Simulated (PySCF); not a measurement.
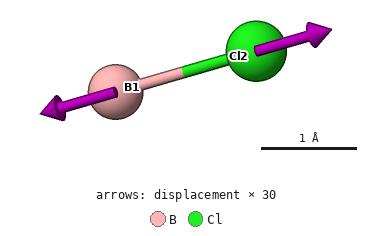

A relaxation of BCl. The starting structure is drawn; purple arrows show the displacements, 30 times their true length. The two geometries are superimposed by the best rigid fit.

A ball-and-stick model, seen from a free direction.

The start comes from GFN2-xTB. Its atoms were then displaced at random by about 0.03 Å.

All numbers below come from PBE0-D3(BJ)/def2-SVP geometry optimisation, gas phase (PySCF). 

Q: What happened in the run?

A: After 3 geometry steps the energy has fallen by 1.07 kcal/mol. The largest moves after the best rigid fit, 0.030 Å, are those of B1 and Cl2. Largest moves by element: B 0.030 Å, Cl 0.030 Å. Near-neighbour distances that change, for instance: B1–Cl2 1.659 → 1.719 Å. The run took 0.9 s on 1 thread of Arm Neoverse V2 (shared host).
